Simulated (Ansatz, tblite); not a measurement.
# Si(OH)2Cl2 (Cl2H2O2Si): spin states and exact exchange

Aim: set other spin states of Si(OH)2Cl2 (Cl2H2O2Si) against its singlet, on many levels of theory.

Program: Ansatz 0.2.0, Gaussian basis. Level of theory: as each input shows. These are calculated values, not measurements.

Levels to be run: triplet, at the geometry of the singlet (GFN1-xTB, GFN2-xTB, PBE0-D4/def2-TZVP, PBE-D4/def2-TZVP, r2SCAN-D4/def2-TZVP); the singlet's energies come from earlier runs.

### 1 The relaxed structure

The singlet was relaxed beforehand with r2SCAN-D4/def2-SVP.

7 atoms, charge 0, spin multiplicity 1.

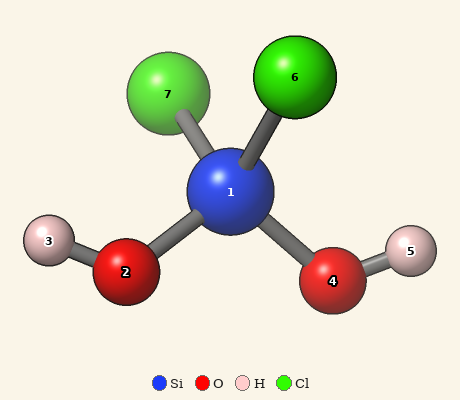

The structure; silicon blue, oxygen red, hydrogen pink, chlorine green; atoms are numbered from 1 in the order of the file.

### 2 Triplet at the fixed geometry, GFN1-xTB

Tight binding, by tblite at 300 K electronic temperature and without a spin-polarisation term:

```python
tblite.interface.Calculator('GFN1-xTB', numbers, positions, charge=0, uhf=2).singlepoint()
```

Energy -565.9802 eV; 0.035 s.

### 3 Triplet at the fixed geometry, GFN2-xTB

Tight binding, by tblite at 300 K electronic temperature and without a spin-polarisation term:

```python
tblite.interface.Calculator('GFN2-xTB', numbers, positions, charge=0, uhf=2).singlepoint()
```

Energy -540.4428 eV; 0.052 s.

### 4 Triplet at the fixed geometry, PBE0-D4/def2-TZVP

Input file in.yaml:

```yaml
crystal:
  periodic: [false, false, false]
  atoms:
    - {symbol: Si, position_ang: [-0.088167, 0.002023, -0.061735]}
    - {symbol: O, position_ang: [-0.033113, 0.055712, 1.570368]}
    - {symbol: H, position_ang: [-0.808630, -0.257862, 2.049790]}
    - {symbol: O, position_ang: [1.462028, -0.088071, -0.570138]}
    - {symbol: H, position_ang: [1.656775, 0.238510, -1.456150]}
    - {symbol: Cl, position_ang: [-0.986935, 1.672548, -0.866286]}
    - {symbol: Cl, position_ang: [-1.201958, -1.622858, -0.665869]}
basis:
  gaussian: {orbitals: def2-TZVP}
magnetization: {spin_polarized: true, initial_magnetization: 2}
hamiltonian: {xc: pbe0, dispersion: d4}
scf: {omitted_lower_state_checks: [starts]}
output: {orbitals: {seedname: orbitals}}
```

Command:

```
$ ansatz run in.yaml --threads 4 --pin off --events-out ev --progress --plain --max-ram 3916MiB
```

Output:

```text
Functional definition: PBE0
  name "PBE0"
  cite "Adamo & Barone, J. Chem. Phys. 110, 6158 (1999) doi:10.1063/1.478522"
  cite "Perdew, Burke & Ernzerhof, Phys. Rev. Lett. 77, 3865 (1996) doi:10.1103/PhysRevLett.77.3865"
  parent pbe
  parameter a = 0.25
  parameter kappa = 0.804
  parameter beta = 0.06672455060314922
  exchange = (1 - a)*pbe_x(kappa = kappa, mu = beta*pi^2/3) + a*exact_x
  correlation = pbe_c(beta = beta)
these checks for a lower state are left out or cut short: starts
1194 factors; their error is unknown
mean field evaluation 1: about -37024.1493 eV, gradient 5.5e1 eV
mean field evaluation 2: about -36972.8550 eV, gradient 1.2e2 eV
mean field evaluation 4: about -37034.3890 eV, gradient 8.7e0 eV
mean field evaluation 8: about -37034.7710 eV, gradient 3.9e-1 eV
mean field evaluation 16: about -37034.8904 eV, gradient 1.2e-2 eV
mean field evaluation 32: about -37034.8904 eV, gradient 4.6e-5 eV
mean field -37034.89042726 eV, -1361.0071200515 hartree, gradient 1.3e-5 eV, S^2 2.006753; 0 other end points of the search recorded, 0 dependent functions left out
reference -37034.89045748 eV, -1361.0071211621 hartree; 34, 32 occupied and 151, 153 virtual orbitals, 1194 factors
Total energy: -37035.07559611 eV, -1361.0139248810 hartree
Checks for a lower state left out: starts
```

Run time: 43 s. Hardware: 4 threads of Intel Xeon at 2.50GHz, shared host; peak memory 0.94 GiB.

Report: HOMO -1.81 eV, LUMO -7.52 eV (over both spins; with the spin held, an empty level of the minority spin lies below the top filled one); ⟨S²⟩ 2.007 (pure: 2.00).

### 5 Triplet at the fixed geometry, PBE-D4/def2-TZVP

start.molden holds the orbitals of an earlier run on this state, given as this run's starting guess.

Changes to in.yaml since step 4:

```diff
@@ -11,5 +11,5 @@
 basis:
-  gaussian: {orbitals: def2-TZVP}
+  gaussian: {orbitals: def2-TZVP, initial_orbitals: start.molden}
 magnetization: {spin_polarized: true, initial_magnetization: 2}
-hamiltonian: {xc: pbe0, dispersion: d4}
+hamiltonian: {xc: pbe, dispersion: d4}
 scf: {omitted_lower_state_checks: [starts]}
```

Same command.

Output:

```text
Functional definition: PBE
  name "PBE"
  cite "Perdew, Burke & Ernzerhof, Phys. Rev. Lett. 77, 3865 (1996) doi:10.1103/PhysRevLett.77.3865"
  parent pbe
  parameter kappa = 0.804
  parameter beta = 0.06672455060314922
  exchange = pbe_x(kappa = kappa, mu = beta*pi^2/3)
  correlation = pbe_c(beta = beta)
these checks for a lower state are left out or cut short: starts
1154 factors; their error is unknown
mean field evaluation 1: about -37032.6628 eV, gradient 1.0e1 eV
mean field evaluation 2: about -37032.8680 eV, gradient 5.8e-1 eV
mean field evaluation 4: about -37032.9371 eV, gradient 6.5e-3 eV
mean field evaluation 8: about -37032.9233 eV, gradient 1.4e-5 eV
mean field -37032.92326090 eV, -1360.9348280210 hartree, gradient 1.6e-5 eV, S^2 2.001909; 0 other end points of the search recorded, 0 dependent functions left out
reference -37032.92329911 eV, -1360.9348294252 hartree; 34, 32 occupied and 151, 153 virtual orbitals, 1154 factors
Total energy: -37033.14187457 eV, -1360.9428619251 hartree
Checks for a lower state left out: starts
```

Run time: 15 s. Hardware: 4 threads of Intel Xeon at 2.50GHz, shared host.

HOMO -1.30 eV, LUMO -8.07 eV (over both spins; with the spin held, an empty level of the minority spin lies below the top filled one); ⟨S²⟩ 2.002 (pure: 2.00).

### 6 Triplet at the fixed geometry, r2SCAN-D4/def2-TZVP

Changes to in.yaml since step 5:

```diff
@@ -13,3 +13,3 @@
 magnetization: {spin_polarized: true, initial_magnetization: 2}
-hamiltonian: {xc: pbe, dispersion: d4}
+hamiltonian: {xc: r2scan, dispersion: d4}
 scf: {omitted_lower_state_checks: [starts]}
```

Same command.

Output:

```text
Functional definition: r2SCAN
  name "r2SCAN"
  cite "Furness, Kaplan, Ning, Perdew & Sun, J. Phys. Chem. Lett. 11, 8208 (2020) doi:10.1021/acs.jpclett.0c02405"
  cite "Furness, Kaplan, Ning, Perdew & Sun, J. Phys. Chem. Lett. 11, 9248 (2020) doi:10.1021/acs.jpclett.0c03077"
  parent r2scan
  parameter k0 = 0.174
  parameter k1 = 0.065
  parameter a1 = 4.9479
  exchange = r2scan_x(k0 = k0, k1 = k1, a1 = a1)
  correlation = r2scan_c
these checks for a lower state are left out or cut short: starts
1154 factors; their error is unknown
mean field evaluation 1: about -37046.7035 eV, gradient 7.1e0 eV
mean field evaluation 2: about -37046.7783 eV, gradient 3.3e-1 eV
mean field evaluation 4: about -37046.7786 eV, gradient 2.8e-1 eV
mean field evaluation 8: about -37046.7794 eV, gradient 8.3e-4 eV
mean field evaluation 16: about -37046.7794 eV, gradient 4.3e-5 eV
mean field -37046.77941067 eV, -1361.4440321333 hartree, gradient 1.6e-6 eV, S^2 2.005578; 0 other end points of the search recorded, 0 dependent functions left out
reference -37046.77942305 eV, -1361.4440325880 hartree; 34, 32 occupied and 151, 153 virtual orbitals, 1154 factors
Total energy: -37046.82903487 eV, -1361.4458557890 hartree
Checks for a lower state left out: starts
```

Wall time 40 s (4 threads of Intel Xeon at 2.50GHz, shared host).

Report: HOMO -1.10 eV, LUMO -8.13 eV (over both spins; with the spin held, an empty level of the minority spin lies below the top filled one); ⟨S²⟩ 2.006 (pure: 2.00).

### 7 Triplet less singlet, vertical

The singlet's energies are those of its earlier runs, whose logs aren't repeated here.

| level | triplet less singlet, vertical (kJ/mol) | time |
| --- | --- | --- |
| GFN1-xTB | +804.1 | 0.058 s |
| GFN2-xTB | +767.9 | 0.07 s |
| PBE-D4/def2-TZVP | +658.9 | 19 s |
| r2SCAN-D4/def2-TZVP | +714.9 | 49 s |
| PBE0-D4/def2-TZVP | +734.8 | 50 s |

Times add the two runs; a level without a time comes out of a correlated run. Tight binding without a spin term can't rank spin states.

### 8 Outcome

```
                                                quantity                                       value
triplet less singlet, vertical, functionals in def2-TZVP  +658.9 (PBE-D4) to +734.8 kJ/mol (PBE0-D4)
```

In words: All functionals put the triplet above the singlet, over a spread of 76.0 kJ/mol. The checks for a lower triplet were left out, so another state of that spin may lie lower. These are electronic energies, without zero-point motion, entropy or surroundings.
